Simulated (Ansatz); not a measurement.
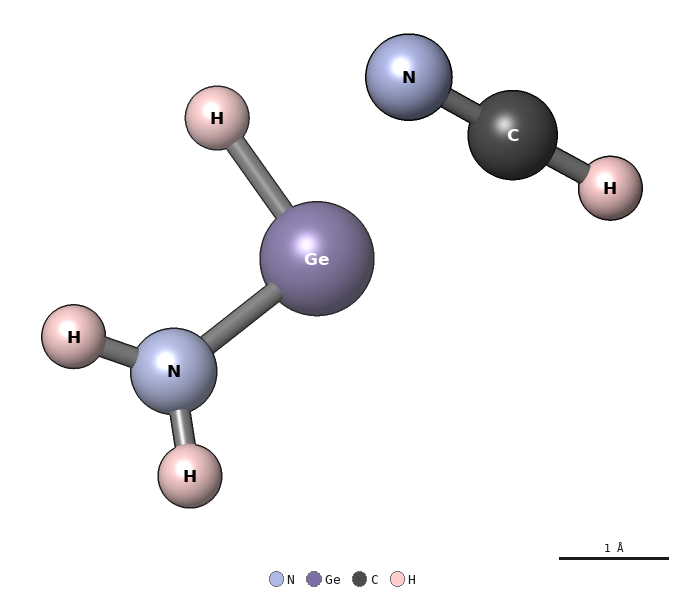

The picture shows the input geometry.

The calculation was set up as follows.

```yaml
crystal:
  periodic: [false, false, false]
  atoms:
    - {symbol: N, position_ang: [-0.768822, 1.471969, -0.699803]}
    - {symbol: Ge, position_ang: [0.495852, 0.230497, -1.085135]}
    - {symbol: C, position_ang: [0.350784, -2.155401, 1.029402]}
    - {symbol: N, position_ang: [0.630369, -1.354034, 1.801546]}
    - {symbol: H, position_ang: [-1.724893, 1.372424, -0.999708]}
    - {symbol: H, position_ang: [-0.628737, 2.281826, -0.117903]}
    - {symbol: H, position_ang: [1.646501, 1.009518, -0.306653]}
    - {symbol: H, position_ang: [0.091144, -2.913999, 0.322354]}
basis:
  gaussian: {orbitals: x2c-TZVPPall}
hamiltonian: {xc: {name: SPW92}}
output: {forces: true}
```

Command:

```sh
ansatz run in.yaml --threads 2 --pin off --events-out ev --progress --plain --max-ram 4352MiB
```

What the program printed:

```
Functional definition: SPW92
  name "SPW92"
  cite "Dirac, Proc. Camb. Phil. Soc. 26, 376 (1930) doi:10.1017/S0305004100016108"
  cite "Slater, Phys. Rev. 81, 385 (1951) doi:10.1103/PhysRev.81.385"
  cite "Perdew & Wang, Phys. Rev. B 45, 13244 (1992) doi:10.1103/PhysRevB.45.13244"
  exchange = slater_x
  correlation = pw_c
1106 factors; their error is unknown
mean field evaluation 1: about -61055.9532 eV, gradient 9.2e1 eV
mean field evaluation 2: about -60974.1100 eV, gradient 1.8e2 eV
mean field evaluation 4: about -61069.4243 eV, gradient 3.5e1 eV
mean field evaluation 8: about -61071.8623 eV, gradient 3.7e-1 eV
mean field evaluation 16: about -61071.8518 eV, gradient 4.3e-4 eV
mean field -61071.85183058 eV, -2244.3491587860 hartree, gradient 3.0e-5 eV, S^2 0.000000; 0 other end points of the search recorded, 0 dependent functions left out
the calculation of the forces begins
reference -61071.85186527 eV, -2244.3491600607 hartree; 28, 28 occupied and 169, 169 virtual orbitals, 1106 factors
Total energy: -61071.85186527 eV, -2244.3491600607 hartree
Relativity: scalar
Atom 0 at    -0.768822     1.471969    -0.699803 Å, force     0.483911    -0.368376    -0.113963 eV/Å
Atom 1 at     0.495852     0.230497    -1.085135 Å, force    -0.155152    -0.091617     0.066759 eV/Å
Atom 2 at     0.350784    -2.155401     1.029402 Å, force    -0.080794    -0.141051    -0.322298 eV/Å
Atom 3 at     0.630369    -1.354034     1.801546 Å, force     0.189349     0.539853     0.470815 eV/Å
Atom 4 at    -1.724893     1.372424    -0.999708 Å, force    -0.441386    -0.093359    -0.166873 eV/Å
Atom 5 at    -0.628737     2.281826    -0.117903 Å, force     0.107259     0.383841     0.274055 eV/Å
Atom 6 at     1.646501     1.009518    -0.306653 Å, force    -0.004385     0.057441     0.054521 eV/Å
Atom 7 at     0.091144    -2.913999     0.322354 Å, force    -0.098802    -0.286732    -0.263016 eV/Å
Dipole moment:    -0.391016    -0.222032    -0.281650 e Å
```

Self-consistency was reached.
